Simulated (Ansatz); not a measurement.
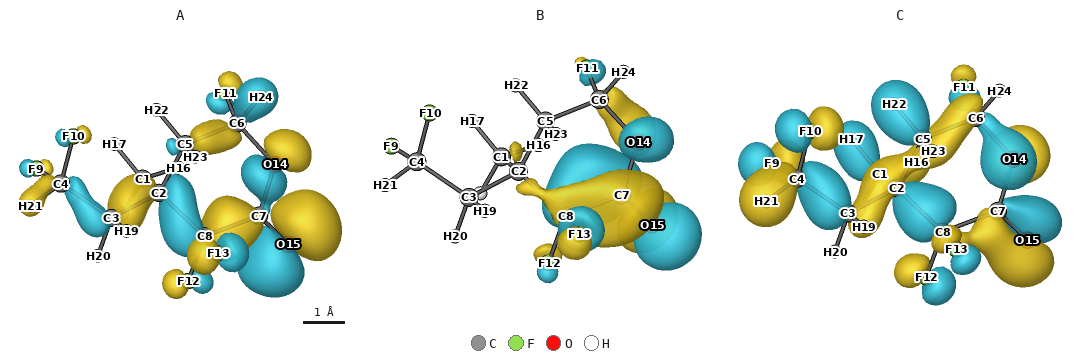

Figure 1: C₈H₉F₅O₂. Three frontier orbitals at ±0.1 Å⁻³ᐟ² (yellow and cyan are the two phases), in no order.

Geometry: PBE-D3(BJ)/def2-SVP.

Method: isolated molecule in a Gaussian basis; Kohn-Sham density functional theory, functional PBE0 in Ansatz 0.2.0.

Input

```
crystal:
  periodic: [false, false, false]
  atoms:
    - {symbol: C, position_ang: [0.226128, -1.527328, -1.887273]}
    - {symbol: C, position_ang: [1.023707, -0.916223, -0.717843]}
    - {symbol: C, position_ang: [1.078079, -1.862061, 0.505991]}
    - {symbol: C, position_ang: [-0.223859, -2.227300, 1.194926]}
    - {symbol: C, position_ang: [0.528985, 0.495977, -0.332440]}
    - {symbol: C, position_ang: [0.648578, 1.514028, -1.453838]}
    - {symbol: C, position_ang: [2.639829, 0.366012, -2.302451]}
    - {symbol: C, position_ang: [2.475079, -0.703992, -1.189019]}
    - {symbol: F, position_ang: [-1.087512, -2.879083, 0.353336]}
    - {symbol: F, position_ang: [-0.876777, -1.110790, 1.664814]}
    - {symbol: F, position_ang: [-0.356729, 1.323315, -2.384927]}
    - {symbol: F, position_ang: [3.027808, -1.865160, -1.624259]}
    - {symbol: F, position_ang: [3.255562, -0.252356, -0.137293]}
    - {symbol: O, position_ang: [1.881968, 1.496796, -2.159960]}
    - {symbol: O, position_ang: [3.461257, 0.277609, -3.174857]}
    - {symbol: H, position_ang: [0.332134, -0.931483, -2.813781]}
    - {symbol: H, position_ang: [-0.849045, -1.571918, -1.639999]}
    - {symbol: H, position_ang: [0.577733, -2.555375, -2.095157]}
    - {symbol: H, position_ang: [1.738814, -1.420126, 1.279051]}
    - {symbol: H, position_ang: [1.558818, -2.812107, 0.194698]}
    - {symbol: H, position_ang: [-0.040273, -2.895245, 2.068244]}
    - {symbol: H, position_ang: [-0.527627, 0.469074, -0.009613]}
    - {symbol: H, position_ang: [1.120780, 0.865012, 0.529259]}
    - {symbol: H, position_ang: [0.549736, 2.553256, -1.076228]}
basis:
  gaussian:
    orbitals: def2-SVPD
hamiltonian:
  xc: pbe0
output:
  forces: true
  orbitals: {seedname: orbitals}
```

Launched as:

```sh
ansatz run input.yaml --threads 8 --pin off --max-ram 13920MiB --events-out events.jsonl --progress --plain --runs-dir runs
```

Question: Order the three orbitals by energy and name them.

Answer: C is the HOMO−1 (−9.84 eV). No atom holds more than about 20 % of it (Hirshfeld); by element the shares are C 35 %, O 35 %, F 20 % and H 10 %. A is the HOMO (−8.73 eV). Its weight (Hirshfeld) is mainly on O15 (about 45 %), C7 (about 10 %), C8 (about 10 %) and O14 (about 10 %). B is the LUMO (−1.33 eV). It lies mainly on C7 (about 40 %), O15 (about 30 %), O14 (about 10 %), C8 (about 10 %) and F13 (about 5 %); π-antibonding (π*) across C7–O15.

Question: What is the HOMO–LUMO gap?

Answer: 7.40 eV between the orbital energies.
